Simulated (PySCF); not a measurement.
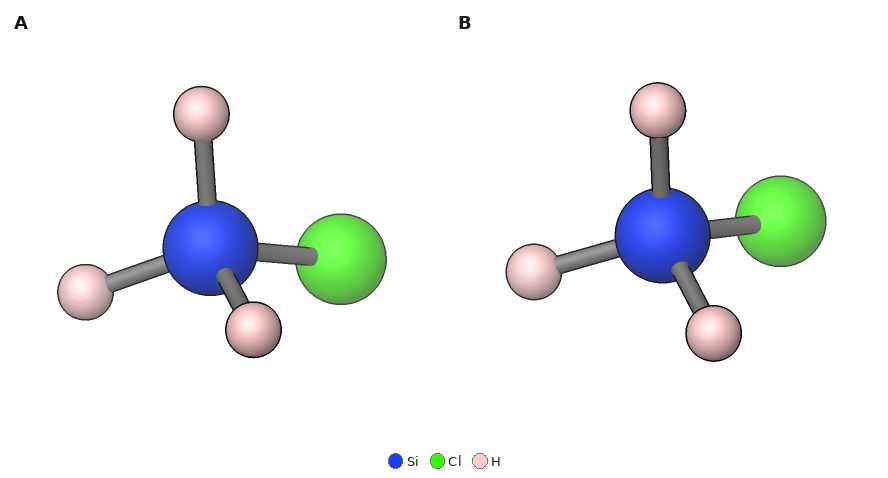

Depth is shown by fading: the farther an atom, the more it takes the colour of the background. The computed structure is the end point of a PBE0-D3(BJ)/def2-SVP optimisation. No frequency run is at hand to confirm it as a minimum.

> Can A be turned into B by a rotation alone?

Yes. They are the same structure, ClH3Si ([SiH3]Cl), seen from two directions. With point group C3v it is achiral, so its mirror image would be the same too.
